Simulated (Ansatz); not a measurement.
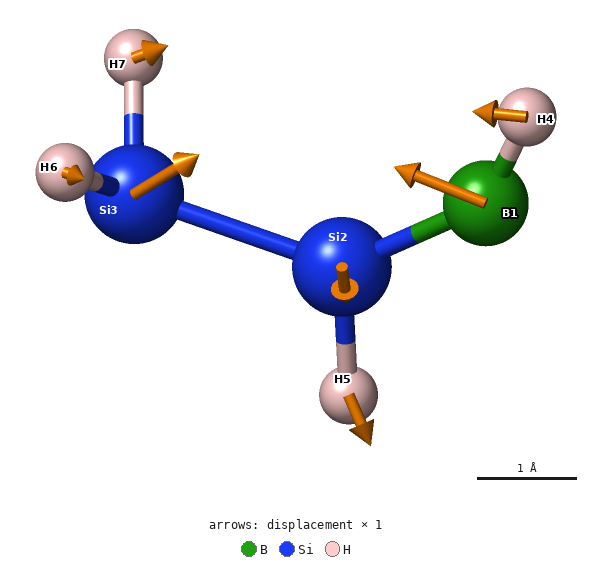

A relaxation of BSi2H4 (multiplicity 2). The starting structure is drawn; orange arrows show the displacements, at their true length. The two geometries are superimposed by the best rigid fit.

Style: ball-and-stick. Shown at a tilt.

Method: Ansatz, UKS PBE0-D4/def2-TZVP.

Input
```yaml
crystal:
  periodic: [false, false, false]
  atoms:
    - {symbol: B, position_ang: [-1.762190, -0.543950, -1.018340]}
    - {symbol: Si, position_ang: [-0.231200, 0.430860, -0.724630]}
    - {symbol: Si, position_ang: [1.420910, 0.389990, 0.835010]}
    - {symbol: H, position_ang: [-2.421630, -1.424140, -0.640840]}
    - {symbol: H, position_ang: [0.134860, 1.540390, -1.637320]}
    - {symbol: H, position_ang: [0.864490, 0.580650, 2.201280]}
    - {symbol: H, position_ang: [1.994760, -0.973800, 0.984830]}
basis:
  gaussian: {orbitals: def2-TZVP}
magnetization: {spin_polarized: true, initial_magnetization: 1}
hamiltonian: {xc: pbe0, dispersion: d4}
relax: {f_tol: 0.005, max_steps: 200}
```

Run as
```bash
ansatz run in.yaml --threads 2 --pin off --events-out ev --progress --plain --max-ram 4352MiB
```

Q: What did the optimiser do to the structure, and how much energy did it gain?

A: The energy falls by 150.2 kJ/mol in 23 accepted moves (25 points after the start). Largest force component: 0.96 eV/Å at the start, 0.0026 eV/Å at the end. The line search rejected the trial steps at points 13, 16 of the run. B1 moves most after the best rigid fit: 1.03 Å. Largest moves by element: B 1.03 Å, Si 0.94 Å, H 0.58 Å. Among the contacts that change: B1–Si3 3.800 → 2.060 Å, B1–Si2 1.839 → 1.908 Å, Si2–Si3 2.272 → 2.236 Å, B1–H4 1.163 → 1.187 Å. Among the angles between lasting bonds that change: B1–Si2–Si3 134.9° → 59.0°, Si3–Si2–H5 104.9° → 144.9°, B1–Si2–H5 120.3° → 139.8°. Cost: 2.4 min on 2 threads of Arm Neoverse V1, with other jobs on the host.
